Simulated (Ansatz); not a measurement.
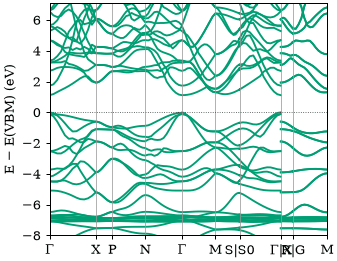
Fig. 1. Band structure from DFT-LDA in the program Ansatz with PAW potentials

Question: Read off the gap and where the band edges lie.

Answer: About 1.1 eV (1.11 eV by a search for the band edges); maximum at Γ, minimum at Γ.

The material is ZnSiP$_{2}$ (chalcopyrite, space group No. 122).

Space group I-42d (chalcopyrite). Symmetry was held in the LDA relaxation.

Potentials: the later of the program's two PAW sets.
